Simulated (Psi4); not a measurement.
# H2 (hydrogen) at CCSD(T)/aug-cc-pVTZ (sweep point 11)

Aim: the vertical singlet–triplet gap of H2 (hydrogen) at CCSD(T)/aug-cc-pVTZ (sweep point 11), from 2 runs. 

The calculation is run with Psi4 1.11.

## (1) Starting point

H2 has 2 atoms, charge 0, and is taken as a singlet. SMILES: `[H][H]`. The shape is that of a PBE0-D4/def2-TZVP optimisation.

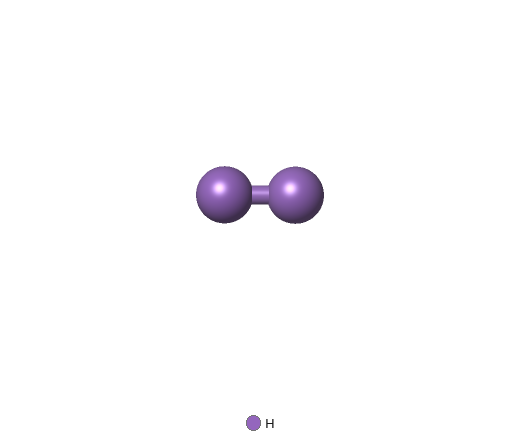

Viewed from a chosen angle; hydrogen purple.

## (2) The energy at CCSD(T)/aug-cc-pVTZ (sweep point 11)

Contents of job.py:

```python
import psi4

psi4.set_memory('1600 MB')
psi4.set_num_threads(1)
psi4.core.set_output_file('h2.out', False)

molecule = psi4.geometry("""
H      0.319300    -0.099200     0.165500
H     -0.319300     0.099200    -0.165500
symmetry c1
""")

psi4.set_options({
    'basis': 'aug-cc-pVTZ',
    'puream': True,
    'scf_type': 'pk',
    'num_frozen_docc': 0,
})

e_tot, wfn = psi4.energy("ccsd(t)", return_wfn=True)
print('E =', round(e_tot, 9))
for k, v in sorted(psi4.core.scalar_variables().items()):
    print(f'{k:45s} {v:18.10f}')
```

Command:

```bash
$ python job.py
```

h2.out:

```text
[...]
  Running in c1 symmetry.
[...]
  Nuclear repulsion =    0.709214241018519
[...]
  Multiplicity = 1
[...]
  Nalpha       = 1
  Nbeta        = 1
[...]
    Number of basis functions: 46
[...]
   @RHF iter   1:    -1.12964525823509   -2.92338e-01   1.02464e-03 DIIS/ADIIS
[...]
   @RHF iter   6:    -1.13296013659598   -1.11406e-11   5.96963e-09 DIIS
[...]
    Orbital Energies [Eh]
    ---------------------
    Doubly Occupied:
       1A     -0.592775
    Virtual:
       2A      0.052494     3A      0.053164     4A      0.189773
       5A      0.208736     6A      0.208736     7A      0.284706
       8A      0.297411     9A      0.297411    10A      0.417878
      11A      0.419407    12A      0.738431    13A      0.790996
      14A      0.790996    15A      0.883650    16A      0.883650
      17A      0.902369    18A      0.930869    19A      0.930869
      20A      1.044898    21A      1.047624    22A      1.047624
      23A      1.066667    24A      1.066667    25A      1.522964
[...]
  @RHF Final Energy:    -1.13296013659598
   => Energetics <=
    Nuclear Repulsion Energy =              0.7092142410185193
    One-Electron Energy =                  -2.4987993712824350
    Two-Electron Energy =                   0.6566249936679363
    Total Energy =                         -1.1329601365959796
[...]
 Multipole Moments:
 ------------------------------------------------------------------------------------
     Multipole            Electronic (a.u.)      Nuclear  (a.u.)        Total (a.u.)
 ------------------------------------------------------------------------------------
 L = 1.  Multiply by 2.5417464519 to convert [e a0] to [Debye]
 Dipole X            :         -0.0000000            0.0000000           -0.0000000
 Dipole Y            :          0.0000000            0.0000000            0.0000000
 Dipole Z            :         -0.0000000            0.0000000           -0.0000000
 Magnitude           :                                                    0.0000000
[...]
      * MP2 total energy                      =   -1.164971351860671
[...]
      * CCSD total energy                     =   -1.172629018367142
[...]
      * CCSD(T) total energy                  =   -1.172629018367142
```

On the terminal:

```text
E = -1.172629018
(T) CORRECTION ENERGY                              -0.0000000000
CC D1 DIAGNOSTIC                                    0.0076608473
CC D2 DIAGNOSTIC                                    0.1357348647
CC NEW D1 DIAGNOSTIC                                0.0076608473
CC T1 DIAGNOSTIC                                    0.0054170370
CCSD CORRELATION ENERGY                            -0.0396688818
CCSD DOUBLES ENERGY                                -0.0396688818
CCSD ITERATIONS                                     9.0000000000
CCSD OPPOSITE-SPIN CORRELATION ENERGY              -0.0396688818
CCSD SAME-SPIN CORRELATION ENERGY                   0.0000000000
CCSD SINGLES ENERGY                                 0.0000000000
CCSD TOTAL ENERGY                                  -1.1726290184
CCSD(T) CORRELATION ENERGY                         -0.0396688818
CCSD(T) TOTAL ENERGY                               -1.1726290184
CURRENT CORRELATION ENERGY                         -0.0396688818
CURRENT ENERGY                                     -1.1726290184
CURRENT REFERENCE ENERGY                           -1.1329601366
DD SOLVATION ENERGY                                 0.0000000000
HF KINETIC ENERGY                                   1.1180182495
HF POTENTIAL ENERGY                                -2.2509783861
HF TOTAL ENERGY                                    -1.1329601366
HF VIRIAL RATIO                                     2.0133646182
MP2 CORRELATION ENERGY                             -0.0320112153
MP2 DOUBLES ENERGY                                 -0.0320112153
MP2 OPPOSITE-SPIN CORRELATION ENERGY               -0.0320112153
MP2 SAME-SPIN CORRELATION ENERGY                    0.0000000000
MP2 SINGLES ENERGY                                 -0.0000000000
MP2 TOTAL ENERGY                                   -1.1649713519
NUCLEAR REPULSION ENERGY                            0.7092142410
ONE-ELECTRON ENERGY                                -2.4987993713
PCM POLARIZATION ENERGY                             0.0000000000
PE ENERGY                                           0.0000000000
SCF ITERATION ENERGY                               -1.1329601366
SCF ITERATIONS                                      6.0000000000
SCF TOTAL ENERGY                                   -1.1329601366
TWO-ELECTRON ENERGY                                 0.6566249937
```

Run time: 1.6 s. Hardware: 1 thread of Intel Xeon 6975P-C (Granite Rapids), shared host; peak memory 0.24 GiB.

## (3) The triplet

Contents of calc.py:

```python
import psi4

psi4.set_memory('1600 MB')
psi4.set_num_threads(1)
psi4.core.set_output_file('h2.out', False)

molecule = psi4.geometry("""
0 3
H      0.319300    -0.099200     0.165500
H     -0.319300     0.099200    -0.165500
symmetry c1
""")

psi4.set_options({
    'basis': 'aug-cc-pVTZ',
    'reference': 'uhf',
    'puream': True,
    'scf_type': 'pk',
    'num_frozen_docc': 0,
    'maxiter': 150,
})

E, wfn = psi4.energy("ccsd(t)", return_wfn=True)
print(f'ccsd(t) energy: {E:.10f} Eh')
```

Command:

```bash
$ python calc.py
```

h2.out:

```text
[...]
  Running in c1 symmetry.
[...]
  Nuclear repulsion =    0.709214241018519
[...]
  Multiplicity = 3
[...]
  Nalpha       = 2
  Nbeta        = 0
[...]
    Number of basis functions: 46
[...]
   @UHF iter   1:    -0.67797158590990    1.59336e-01   4.49376e-03 DIIS/ADIIS
[...]
   @UHF iter   8:    -0.78050170264448   -6.14691e-11   6.57234e-09 DIIS
[...]
   @S^2 Observed:                2.000000000E+00
[...]
    Orbital Energies [Eh]
    ---------------------
    Alpha Occupied:
       1A     -0.912973     2A     -0.215721
    Alpha Virtual:
       3A      0.033494     4A      0.078801     5A      0.156779
       6A      0.156779     7A      0.240340     8A      0.270713
       9A      0.270713    10A      0.347698    11A      0.350518
      12A      0.637419    13A      0.716392    14A      0.716392
      15A      0.789580    16A      0.789580    17A      0.825324
      18A      0.825324    19A      0.829478    20A      0.986238
      21A      0.996903    22A      0.996903    23A      1.016091
      24A      1.016091    25A      1.384397    26A      1.822527
[...]
  @UHF Final Energy:    -0.78050170264448
   => Energetics <=
    Nuclear Repulsion Energy =              0.7092142410185193
    One-Electron Energy =                  -1.8507371944865310
    Two-Electron Energy =                   0.3610212508235300
    Total Energy =                         -0.7805017026444818
  UHF NO Occupations:
  HONO-1 :    1  A 1.0000000
  HONO-0 :    2  A 1.0000000
[...]
 Multipole Moments:
 ------------------------------------------------------------------------------------
     Multipole            Electronic (a.u.)      Nuclear  (a.u.)        Total (a.u.)
 ------------------------------------------------------------------------------------
 L = 1.  Multiply by 2.5417464519 to convert [e a0] to [Debye]
 Dipole X            :          0.0000000            0.0000000            0.0000000
 Dipole Y            :          0.0000000            0.0000000            0.0000000
 Dipole Z            :          0.0000000            0.0000000            0.0000000
 Magnitude           :                                                    0.0000000
[...]
      * MP2 total energy                      =   -0.784609292157297
[...]
      * CCSD total energy                     =   -0.786117587934688
[...]
      * CCSD(T) total energy                     =   -0.786117587934688
```

The script printed:

```text
ccsd(t) energy: -0.7861175879 Eh
```

Run time: 1.9 s. Hardware: 1 thread of Intel Xeon 6975P-C (Granite Rapids), shared host; peak memory 0.24 GiB.

## (4) Summary of results

At CCSD(T)/aug-cc-pVTZ (sweep point 11):

| quantity | value |
| --- | --- |
| singlet: total energy | -1.17263 Eh |
| singlet: HOMO energy (Hartree–Fock orbitals) | -16.13 eV |
| singlet: LUMO energy (Hartree–Fock orbitals) | 1.43 eV |
| singlet: HOMO–LUMO gap (Hartree–Fock orbitals) | 17.56 eV |
| singlet: correlation energy | -39.7 mEh |
| singlet: (T) correction | 0.00 mEh |
| singlet: T1 diagnostic | 0.005 |
| triplet: total energy | -0.78612 Eh |
| triplet: HOMO energy (Hartree–Fock orbitals) (highest over α and β) | -5.87 eV |
| triplet: correlation energy | -5.6 mEh |
| triplet: ⟨S²⟩ of the reference determinant | 2.000 |
| triplet: T1 diagnostic | 0.002 |
| vertical energy of the triplet above the singlet | 10.518 eV |

**Reading.** At this shape the triplet lies 10.52 eV (1015 kJ/mol) above the singlet. The triples (singlet) make up 0.0 % of the correlation energy.
